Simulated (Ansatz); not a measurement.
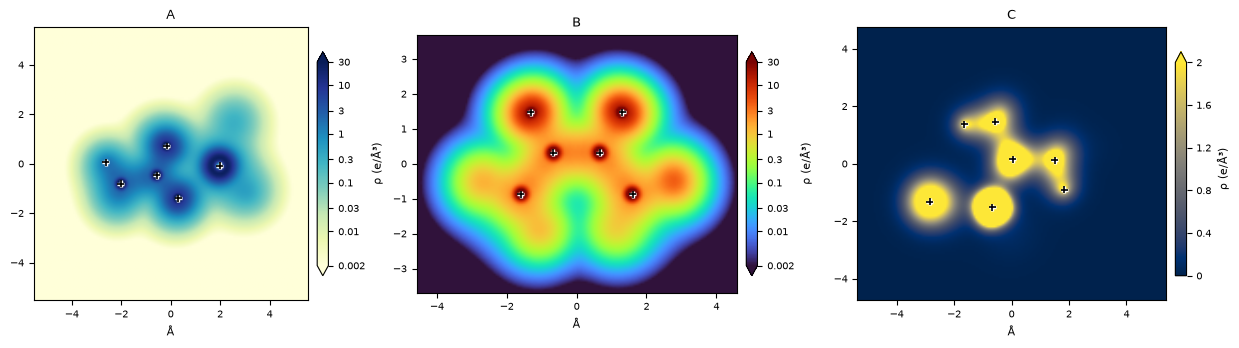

The electron density of 3 systems, each on a plane through atoms (crosses mark nuclei in the plane).

Computed with RKS PBE0-D4/def2-TZVPP (Ansatz 0.2.0).

System 1: C₄H₈O₄Sn, the plane of atoms C1, C2 and O4. Geometry: PBE0-D4/def2-TZVP; core potentials replace the inner electrons of Sn.

```
atom    x (Å)    y (Å)    z (Å)
   C   2.3653  -0.6238  -2.1473
   C   1.1184  -0.0151  -1.6040
   O   0.1515  -0.7070  -1.2208
   O   1.0362   1.2575  -1.5113
  Sn  -0.9309   1.2384  -0.6687
   O  -2.0908   0.1431   0.7592
   C  -1.1337   0.0297   1.5990
   C  -1.3684  -0.7061   2.8733
   O  -0.0251   0.5310   1.3144
   H   3.1612  -0.4890  -1.4108
   H   2.6683  -0.1027  -3.0555
   H   2.2240  -1.6847  -2.3379
   H  -1.9442   1.0098  -2.0228
   H  -0.9403   2.8295  -0.0513
   H  -0.5416  -0.5542   3.5625
   H  -2.3101  -0.3865   3.3194
   H  -1.4588  -1.7702   2.6428
```

System 2: C₃H₈Cl₃NTi, the plane of atoms C2, Ti5 and N3. Geometry: PBE0-D4/def2-TZVP.

```xyz
16

C    -0.2207   -1.3128   -1.4443
C     0.7073   -0.5736   -0.4980
N     0.0074    0.2205    0.5029
C    -0.7253   -0.5158    1.5027
Ti    0.3020    2.0057    0.2713
Cl   -0.8746    3.0708    1.7781
Cl    2.4628    2.3653    0.5323
Cl   -0.3196    2.5343   -1.7794
H     0.3647   -1.8497   -2.1932
H    -0.8773   -0.6101   -1.9607
H    -0.8365   -2.0436   -0.9171
H     1.3576    0.0915   -1.0815
H     1.3827   -1.2672    0.0205
H    -1.1395    0.1663    2.2434
H    -1.5513   -1.0784    1.0553
H    -0.0624   -1.2259    2.0121
```

System 3: C₄F₈, the plane of atoms C3, C2 and C9. Geometry: PBE0-D4/def2-TZVP.

```yaml
atoms:
  - { symbol: F, position_ang: [-0.9348, -1.1179, 1.8291] }
  - { symbol: C, position_ang: [-0.3613, -0.5913, 0.7612] }
  - { symbol: C, position_ang: [-0.5164, 0.7056, 0.5240] }
  - { symbol: F, position_ang: [-1.2753, 1.4207, 1.3368] }
  - { symbol: C, position_ang: [0.0736, 1.5305, -0.5989] }
  - { symbol: F, position_ang: [-0.7463, 1.5761, -1.6496] }
  - { symbol: F, position_ang: [0.2587, 2.7755, -0.1716] }
  - { symbol: F, position_ang: [1.2441, 1.0513, -1.0038] }
  - { symbol: C, position_ang: [0.4090, -1.6063, -0.0617] }
  - { symbol: F, position_ang: [-0.0498, -2.8222, 0.2116] }
  - { symbol: F, position_ang: [0.2647, -1.3921, -1.3662] }
  - { symbol: F, position_ang: [1.7109, -1.5850, 0.2229] }
```

Match each panel to its system.

Panel A is system 1, C₄H₈O₄Sn: the plane holds C, O, Sn and H. C–O (1.25 Å): ρ is about 3.1 e/Å³ halfway. Panel B is system 3, C₄F₈: the plane holds F and C. C–F (1.32 Å): ρ is about 2.4 e/Å³ halfway. Panel C is system 2, C₃H₈Cl₃NTi: the plane holds C, N, Ti, Cl and H. C–N (1.44 Å): ρ at the midpoint is about 2 e/Å³.
